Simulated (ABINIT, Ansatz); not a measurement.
## Quasiparticle gap of CdS (Greenockite) in ABINIT

Aim: the G0W0 gap of CdS (Greenockite) on PBE, step by step.

Program: ABINIT 10.8.3. Level of theory: PBE and many-body steps on it, plane waves. Results are calculated unless marked as measured.

The database entry behind the starting cell differs from later determinations by our own check (about 0.35 % long), so it need not match the best structure at ambient conditions.

## (1) Starting point

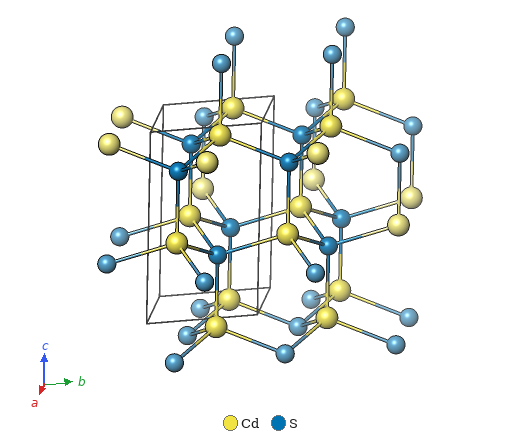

The starting structure, seen slightly off an axis (cadmium yellow, sulfur blue). 2×2×1 cells are drawn. Some periodic images of atoms are drawn too.

The cell and positions come from the Crystallography Open Database and are kept as given unless a step says otherwise.

## (2) Ground state

This step: ABINIT 10.8.3; DFT, PBE, plane waves, norm-conserving pseudopotentials.

The ground-state density comes first.

Contents of run.abi:

```
acell 3*1.0 Angstrom
rprim 
  4.149999999997 0.000000000001 0.000000000000
  -2.074999999999 3.594005425702 0.000000000000
  0.000000000000 0.000000000000 6.737000000000
ntypat 2
znucl 48 16
natom 4
typat 1 1 2 2
xred 
  0.333333333333 0.666666666667 0.000000000000
  0.666666666667 0.333333333333 0.500000000000
  0.333333333333 0.666666666667 0.375000000000
  0.666666666667 0.333333333333 0.875000000000
pp_dirpath "pseudos"
pseudos "Cd.upf, S.upf"
ecut 47
ngkpt 3 3 4
nshiftk 1
shiftk 0 0 0
kptopt 1
chksymbreak 0
nband 32
occopt 1
tolvrs 1e-08
nstep 60
prtwf 0
optforces 0
optstress 0
indata_prefix "in"
outdata_prefix "out"
tmpdata_prefix "tmp"
```

On the command line:

```
$ OMP_NUM_THREADS=1 mpirun -n 4 abinit run.abi > log
```

Numbers of over 12 decimals in the logs are rounded to 6 here.

The program printed:

```text
.Version 10.8.3 of ABINIT. v10.8.2 released Aug 2026.

 Symmetries : space group P6_3 m c (#186); Bravais hP (primitive hexag.)
================================================================================
 Values of the parameters that define the memory need of the present run
     intxc =       0    ionmov =       0      iscf =       7    lmnmax =       6
     lnmax =       6     mgfft =      80  mpssoang =       3    mqgrid =    3929
     natom =       4  nloc_mem =       1    nspden =       1   nspinor =       1
    nsppol =       1      nsym =      12    n1xccc =    2501    ntypat =       2
    occopt =       1   xclevel =       2
-    mband =          32        mffmem =           1         mkmem =           3
       mpw =       10458          nfft =      200000          nkpt =           9
================================================================================
  Rough estimation (10% accuracy) of disk space for files :
================================================================================

--------------------------------------------------------------------------------
------------- Echo of variables that govern the present computation ------------
--------------------------------------------------------------------------------
 -outvars: echo values of preprocessed input variables --------
            acell      1.8897261259E+00  1.8897261259E+00  1.8897261259E+00 Bohr

      chksymbreak           0
             ecut      4.70000000E+01 Hartree
-          fftalg         312

              ixc     -101130
              kpt      0.00000000E+00  0.00000000E+00  0.00000000E+00
                       3.33333333E-01  0.00000000E+00  0.00000000E+00
                       3.33333333E-01  3.33333333E-01  0.00000000E+00
                       0.00000000E+00  0.00000000E+00  2.50000000E-01
                       3.33333333E-01  0.00000000E+00  2.50000000E-01
                       3.33333333E-01  3.33333333E-01  2.50000000E-01
                       0.00000000E+00  0.00000000E+00  5.00000000E-01
                       3.33333333E-01  0.00000000E+00  5.00000000E-01
                       3.33333333E-01  3.33333333E-01  5.00000000E-01
         kptrlatt        3    0    0      0    3    0      0    0    4
          kptrlen      2.35270903E+01
P           mkmem           3
            natom           4
            nband          32
            ngfft          50      50      80
             nkpt           9
            nstep          60
             nsym          12
           ntypat           2
              occ      2.000000  2.000000  2.000000  2.000000  2.000000  2.000000
                       2.000000  2.000000  2.000000  2.000000  2.000000  2.000000
                       2.000000  2.000000  2.000000  2.000000  2.000000  2.000000
                       2.000000  2.000000  2.000000  2.000000  2.000000  2.000000
                       2.000000  2.000000  0.000000  0.000000  0.000000  0.000000
                       0.000000  0.000000
        optforces           0
        optstress           0
            prtwf           0
            rprim      4.1500000000E+00  1.0000000000E-12  0.0000000000E+00
                      -2.0750000000E+00  3.5940054257E+00  0.0000000000E+00
                       0.0000000000E+00  0.0000000000E+00  6.7370000000E+00
          spgroup         186

           tolvrs      1.00000000E-08

             xred      3.3333333333E-01  6.6666666667E-01  0.0000000000E+00
[...]
znucl       48.00000   16.00000

================================================================================

 chkinp: Checking input parameters for consistency.

================================================================================
== DATASET  1 ==================================================================
-   mpi_nproc: 4, omp_nthreads: 1 (-1 if OMP is not activated)

--- !DatasetInfo
iteration_state: {dtset: 1, }
dimensions: {natom: 4, nkpt: 9, mband: 32, nsppol: 1, nspinor: 1, nspden: 1, mpw: 10458, }
cutoff_energies: {ecut:  47.0, pawecutdg:  -1.0, }
electrons: {nelect:   5.20000000E+01, charge:   0.00000000E+00, occopt:   1.00000000E+00, tsmear:   1.00000000E-02, }

 Real(R)+Recip(G) space primitive vectors, cartesian coordinates (Bohr,Bohr^-1):
 R(1)=  7.8423634  0.0000000  0.0000000  G(1)=  0.1275126  0.0736194  0.0000000
 R(2)= -3.9211817  6.7916859  0.0000000  G(2)=  0.0000000  0.1472388  0.0000000
 R(3)=  0.0000000  0.0000000 12.7310849  G(3)=  0.0000000  0.0000000  0.0785479
 Unit cell volume ucvol=  6.7809411E+02 bohr^3
 Angles (23,13,12)=  9.00000000E+01  9.00000000E+01  1.20000000E+02 degrees

 getcut: wavevector=  0.0000  0.0000  0.0000  ngfft=  50  50  80
         ecut(hartree)=     47.000   => boxcut(ratio)=   2.03615

--- Pseudopotential description ------------------------------------------------
- Cd Generated using ONCVPSP code by D. R. Hamann
- 48.00000  20.00000  171031                  znucl, zion, pspdat
12 -101130 2 -1 1368                          pspcod,pspxc,lmax,lloc,mmax
     nproj     2     2     2
  pspatm : epsatm=   23.16453630
         --- l  ekb(1:nproj) -->
[...]
pspatm: atomic psp has been read  and splines computed

- S Generated using ONCVPSP code by D. R. Hamann
- 16.00000   6.00000  171031                  znucl, zion, pspdat
12 -101130 2 -1 1146                          pspcod,pspxc,lmax,lloc,mmax
     nproj     2     2     2
  pspatm : epsatm=    9.01821529
         --- l  ekb(1:nproj) -->
[...]
pspatm: atomic psp has been read  and splines computed

   3.34700617E+03                                ecore*ucvol(ha*bohr**3)
--------------------------------------------------------------------------------

_setup2: Arith. and geom. avg. npw (full set) are   10433.861   10433.852

================================================================================

--- !BeginCycle
iteration_state: {dtset: 1, }
solver: {iscf: 7, nstep: 60, nline: 4, wfoptalg: 0, }
tolerances: {tolvrs: 1.00E-08, }

     iter   Etot(hartree)      deltaE(h)  residm     vres2
 ETOT  1  -367.30567352792    -3.673E+02 2.126E+00 1.340E+04
 ETOT  2  -369.94154978681    -2.636E+00 4.641E-02 2.174E+04
 ETOT  3  -372.48329007524    -2.542E+00 1.449E-02 2.859E+03
 ETOT  4  -372.70873004552    -2.254E-01 1.904E-02 1.029E+03
 ETOT  5  -372.81274316772    -1.040E-01 1.922E-02 1.458E+02
 ETOT  6  -372.83051020116    -1.777E-02 2.959E-03 5.248E-01
 ETOT  7  -372.83030987247     2.003E-04 3.011E-03 2.634E+00
 ETOT  8  -372.83064778223    -3.379E-04 7.972E-04 3.954E-02
 ETOT  9  -372.83065005669    -2.274E-06 1.328E-03 2.404E-02
 ETOT 10  -372.83065328813    -3.231E-06 1.959E-04 2.885E-05
 ETOT 11  -372.83065329532    -7.193E-09 1.334E-03 4.702E-07
 ETOT 12  -372.83065329541    -8.919E-11 2.004E-04 3.563E-08
 ETOT 13  -372.83065329545    -4.121E-11 3.770E-04 3.029E-09

 At SCF step   13       vres2   =  3.03E-09 < tolvrs=  1.00E-08 =>converged.

--- !ResultsGS
iteration_state: {dtset: 1, }
comment   : Summary of ground state results
lattice_vectors:
- [  7.8423634,   0.0000000,   0.0000000, ]
- [ -3.9211817,   6.7916859,   0.0000000, ]
- [  0.0000000,   0.0000000,  12.7310849, ]
lattice_lengths: [   7.84236,    7.84236,   12.73108, ]
lattice_angles: [ 90.000,  90.000, 120.000, ] # degrees, (23, 13, 12)
lattice_volume:   6.7809411E+02
convergence: {deltae: -4.121E-11, res2:  3.029E-09, residm:  3.770E-04, diffor:  0.000E+00, }
etotal    :  -3.72830653E+02
entropy   :   0.00000000E+00
fermie    :   1.56514680E-01
cartesian_stress_tensor: null
pressure_GPa: null
xred      :
- [  3.3333E-01,   6.6667E-01,   0.0000E+00, Cd]
- [  6.6667E-01,   3.3333E-01,   5.0000E-01, Cd]
- [  3.3333E-01,   6.6667E-01,   3.7500E-01,  S]
- [  6.6667E-01,   3.3333E-01,   8.7500E-01,  S]
cartesian_forces: null
force_length_stats: {min: null, max: null, mean: null, }

 Integrated electronic density in atomic spheres:
 ------------------------------------------------
 Atom  Sphere_radius  Integrated_density
[...]
4        2.00000          3.91657952
================================================================================

 ----iterations are completed or convergence reached----

 Mean square residual over all n,k,spin=   19.554E-07; max=  37.696E-05
 reduced coordinates (array xred) for    4 atoms
       0.333333333333      0.666666666667      0.000000000000
       0.666666666667      0.333333333333      0.500000000000
       0.333333333333      0.666666666667      0.375000000000
       0.666666666667      0.333333333333      0.875000000000
 rms dE/dt=  0.0000E+00; max dE/dt=  0.0000E+00; dE/dt below (all hartree)
    1       0.000000000000      0.000000000000      0.000000000000
    2       0.000000000000      0.000000000000      0.000000000000
    3       0.000000000000      0.000000000000      0.000000000000
    4       0.000000000000      0.000000000000      0.000000000000

 cartesian coordinates (angstrom) at end:
    1     -3.3e-13     2.396004     0.000000
    2      2.075000     1.198002     3.368500
    3     -3.3e-13     2.396004     2.526375
    4      2.075000     1.198002     5.894875
 length scales=  1.889726125908  1.889726125908  1.889726125908 bohr
              =  1.000000000000  1.000000000000  1.000000000000 angstroms
 prteigrs : about to open file out_EIG
 Fermi (or HOMO) energy (hartree) =   0.15651   Average Vxc (hartree)=  -0.34087
 Eigenvalues (hartree) for nkpt=   9  k points:
 kpt#   1, nband= 32, wtk=  0.02778, kpt=  0.0000  0.0000  0.0000 (reduced coord)
  -3.56875   -3.56875   -2.13798   -2.13796   -2.13786   -2.13786   -2.13785   -2.13785
  -0.29514   -0.27942   -0.12671   -0.12578   -0.12578   -0.12266   -0.12266   -0.11137
  -0.11137   -0.10811   -0.10811   -0.09572   -0.00312    0.12868    0.12868    0.15463
   0.15651    0.15651    0.19970    0.25808    0.39306    0.39306    0.40510    0.43361
 prteigrs : prtvol=0 or 1, do not print more k-points.

--- !EnergyTerms
iteration_state     : {dtset: 1, }
comment             : Components of total free energy in Hartree
kinetic             :  1.30808993808087E+02
hartree             :  1.31110141490478E+02
xc                  : -5.48465640809541E+01
Ewald energy        : -1.97799265838709E+02
psp_core            :  4.93590210809704E+00
local_psp           : -3.98525984945661E+02
non_local_psp       :  1.14861241632070E+01
total_energy        : -3.72830653295455E+02
total_energy_eV     : -1.01452389111641E+04
band_energy         : -4.23178547728840E+01

== END DATASET(S) ==============================================================
================================================================================

 -outvars: echo values of variables after computation  --------
           etotal     -3.7283065330E+02
            nband          32
             nkpt           9
          spgroup         186
 [... the other variables as echoed above ...]

 Calculation completed.
```

Elapsed: 54 s, on 4 MPI ranks of Arm Neoverse V1, shared host; peak memory 0.46 GiB.

This step gave:

| Quantity | Value |
| --- | --- |
| total energy | -10145.2389 eV |
| gap | 1.175 eV |
| k of the valence top | 0, 0, 0 |
| k of the conduction bottom | 0, 0, 0 |
| least direct gap | 1.175 eV |

The gap is direct, at Γ.

(Continued in part 2 of 3.)

[Paths, hosts, dates, memory and timing lines, banners, echoed tables and standing remarks are left out of the program output.]

[Logs are printed without paths, hosts, clocks, repeated set-up lines and the standing remarks that a program may print on its own settings, such as how far it seeks lower states.]

[Runs of the session that timed out or met a known fault of the program may be left out.]

[Hosts, paths, dates, database ids (printed as entryN), source tags and the programs' standing remarks are cut or masked in the printed files.]

[G0W0 gaps are taken among the corrected bands and points alone; a level outside them can change the order at an edge.]

[Where Ansatz stands beside ABINIT at settings called matched, ABINIT's density can come from a denser mesh and the files from another edition; pairs whose starting gaps differed by over 0.03 eV were left out, so agreement reads better than it is.]
